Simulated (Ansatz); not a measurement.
# B₃As₂N: what the fields show

Input

```
crystal:
  lattice:
    - [2.9909902753, 0.0, 0.0]
    - [-1.4954951376, 2.5902735608, 0.0]
    - [0.0, 0.0, 7.3264]
  atoms:
    - { symbol: "N", position: [0.0, 0.0, 0.0] }
    - { symbol: As, position: [0.3333333333, 0.6666666667, 0.3333333333] }
    - { symbol: As, position: [0.6666666667, 0.3333333333, 0.6666666667] }
    - { symbol: B, position: [0.3333333333, 0.6666666667, 0.0833333333] }
    - { symbol: B, position: [0.6666666667, 0.3333333333, 0.4166666667] }
    - { symbol: B, position: [0.0, 0.0, 0.75] }
kpoints:
  mp_grid: { grid: [12, 12, 4] }
hamiltonian:
  xc: pbe
scf:
  occupations: { method: fermi_dirac, width: 0.02 }
relax:
  f_tol: 0.005
  cell: {}
output:
  write_density: true
  write_potential: true
  elf: true
  volumetric_format: npy
```

Command:

```sh
ansatz run input.yaml --threads 4 --pin off --max-ram 6451MiB --backend cpu --events-out ev --progress --plain --runs-dir out
```

Below, planes, directions and counts refer to the conventional cell (a = 3.19 Å, b = 3.19 Å, c = 7.73 Å, α = 90.00°, β = 90.00°, γ = 120.00°).

The fields are those of the run's last geometry, not of the input's.

Space group P3m1; started from the ordered alloy on zincblende lattice prototype, which need not be the ambient phase.

Computed with Ansatz, DFT, PBE, plane waves, PAW.

The density is the valence pseudo-density of a PAW calculation; it isn't the true density close to the nuclei.

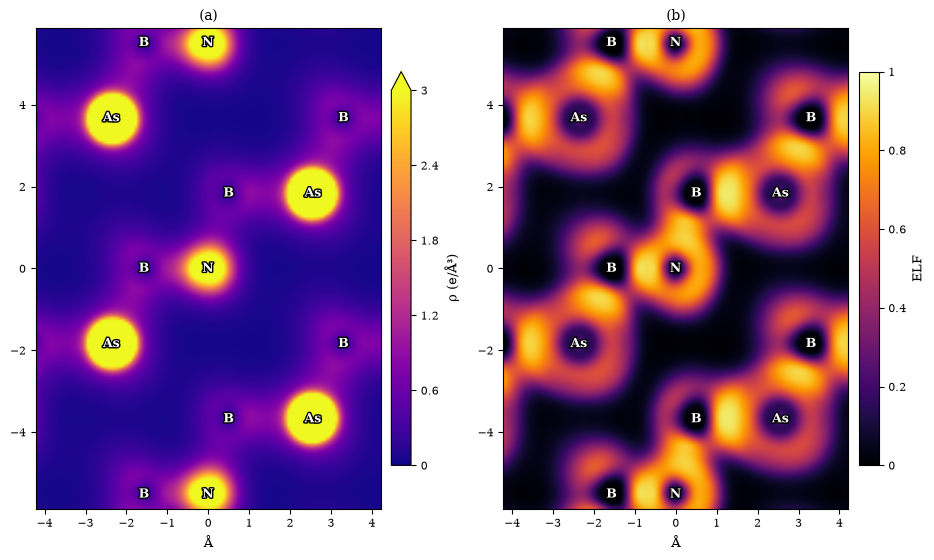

Figure 1. (a) valence electron density; (b) electron localisation function on the (110) plane of the conventional cell.

Read the bonding off the picture.

The plane passes through N, As and B nuclei. B–N (1.57 Å): the density is about 1.4 e/Å³ at the midpoint; the ELF peaks at about 0.95 between the atoms (a polar covalent bond). B–As (1.99 Å): the density is about 0.89 e/Å³ at the midpoint; the ELF peaks at about 0.90 between the atoms (a shared electron pair). B–As (2.06 Å): the density is about 0.84 e/Å³ at the midpoint; the ELF peaks at about 0.95 between the atoms; localised, covalent bonding. Between the atoms the lowest density in this plane is 0.03 e/Å³. The ELF also peaks beside N, away from the bonds: lone-pair regions.

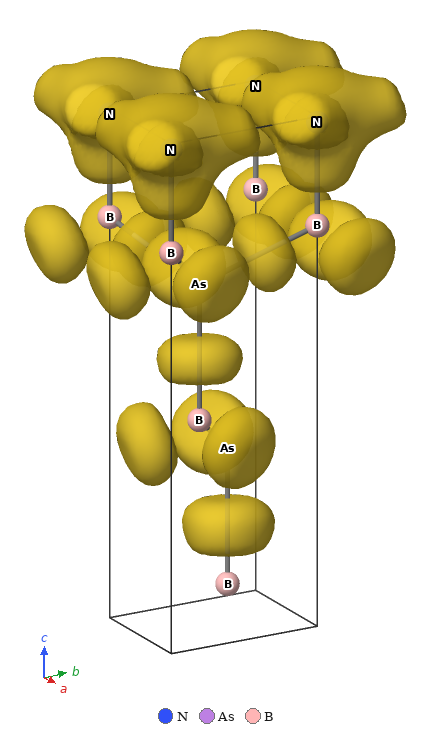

Figure 2. Isosurface of the electron localisation function at 0.7 (yellow), seen slightly off an axis. Core shells and regions of very low density are left out. Sticks mark near contacts.

Where are the electrons localised?

The surface consists of eight regions between bonded As–B atoms (shared pairs) and one region on N in which the atom's valence shell and bonds are merged, counted in one cell of 6 atoms. Any copies at cell faces, edges or corners count once.
